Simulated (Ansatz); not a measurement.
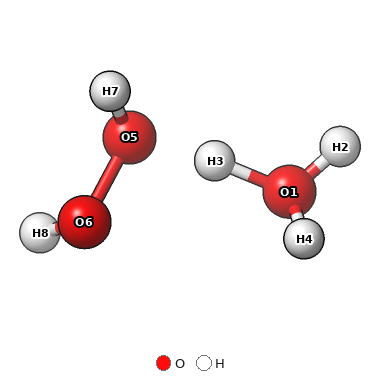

The system is the pair H₃O···H₂O₂, charge +1; the picture shows the reference structure. The turn is about an axis along (−0.87, −0.48, −0.14) in the frame of the relaxed pair, normal to the line between the partners. Coordinates scanned: (1) distance O5···H3; (2) turn of O1, H2, H3, H4 about O5. Grid: 15 × 15 points. At 8 points there is no value (left out of the scan, as a rule where atoms come close). Points are written as (first, second). All energies are given in kcal/mol relative to the lowest grid point. Theory: RKS PBE-D4/def2-TZVPD in Ansatz 0.2.0.

Its coordinates:

```tsv
atom	x (Å)	y (Å)	z (Å)
O	-0.0566	-0.0384	-1.4761
H	-0.4111	0.6160	-2.1126
H	-0.2373	0.1993	-0.3450
H	0.8746	-0.2395	-1.7050
O	-0.4686	0.2562	0.9046
O	0.5491	-0.6499	1.4281
H	-0.2383	1.1116	1.3384
H	-0.0116	-1.2551	1.9676
```

Range: distance O5···H3 from 1.069 to 2.469 Å; turn of O1, H2, H3, H4 about O5 from −90.0 to 90.0°.

> Predict the map.

The lowest grid point is at (1.311 Å, 0.0°). A higher local minimum lies near (2.197 Å, 64.3°) (13 kcal/mol above the lowest at that grid point). The highest grid point, (1.069 Å, 77.1°), lies 503 kcal/mol above the lowest. On the interpolated surface the easiest way out of the lowest well to the well at about (2.31 Å, 70°) passes a barrier of about 18 kcal/mol. Round the minimum the two coordinates are nearly uncoupled.

```tsv
turn of O1, H2, H3, H4 about O5 ↓, distance O5···H3 →	1.069	1.103	1.160	1.231	1.311	1.400	1.496	1.599	1.708	1.823	1.943	2.067	2.197	2.331	2.469
90.0	–	–	–	–	–	–	–	–	246	169	112	74	50	36	30
77.1	503	475	427	369	308	247	190	139	96	63	40	25	17	14	14
64.3	276	254	220	183	147	114	85	61	42	28	20	15	13	13	15
51.4	116	105	90	74	59	47	36	28	23	19	17	17	17	19	21
38.6	47	41	34	27	22	19	17	16	16	17	18	20	22	24	26
25.7	20	16	12	9	8	7	8	10	13	15	18	21	23	26	28
12.9	10	7	4	2	2	3	5	8	11	14	18	21	24	26	29
0.0	7	5	2	0	0	1	4	7	10	14	17	21	24	26	29
−12.9	9	6	3	2	2	3	5	8	11	15	18	21	24	27	29
−25.7	14	12	8	6	6	7	9	11	14	18	21	24	26	29	31
−38.6	23	20	16	14	13	13	15	17	19	22	25	27	30	32	34
−51.4	34	30	26	23	22	22	22	24	26	28	30	32	34	36	37
−64.3	47	43	38	35	32	31	31	32	33	35	36	38	39	40	41
−77.1	60	56	51	46	43	41	40	40	40	41	42	43	43	44	45
−90.0	74	69	62	56	52	49	46	45	45	45	45	46	46	46	47
```

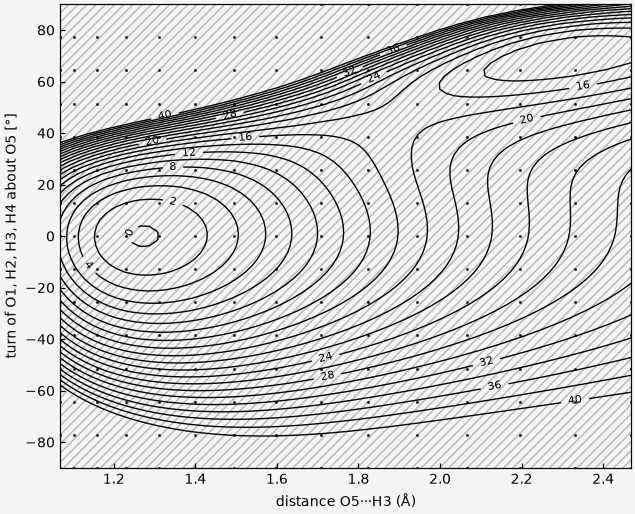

The picture shows contour lines labelled in kcal/mol (none above 40), dots at the grid points, hatched blanks where no value was computed. Between grid points the surface is interpolated.

Each point was launched as `ansatz run input.yaml --threads 1 --pin off --max-ram 2560MiB --backend cpu --events-out ev --progress --plain --runs-dir out`. The whole map (217 points run) took 22 min on 1 thread of Arm Neoverse N1, with other jobs on the host.
